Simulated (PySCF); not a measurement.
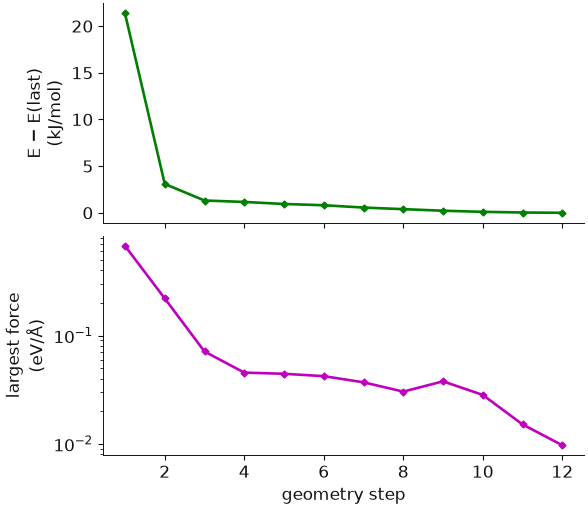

History of a geometry optimisation. The run: C₂H₁₃Ge₃N (SMILES C[N](C)[GeH2][GeH2][GeH3]), by PBE0-D3(BJ)/def2-SVP, geometry optimisation (PySCF).

The optimisation met its thresholds at geometry 12, counting the start as the first. The energy fell by about 21 kJ/mol from the first step to the last. The largest force goes from about 0.67 eV/Å at the start to 0.01 eV/Å at the end.
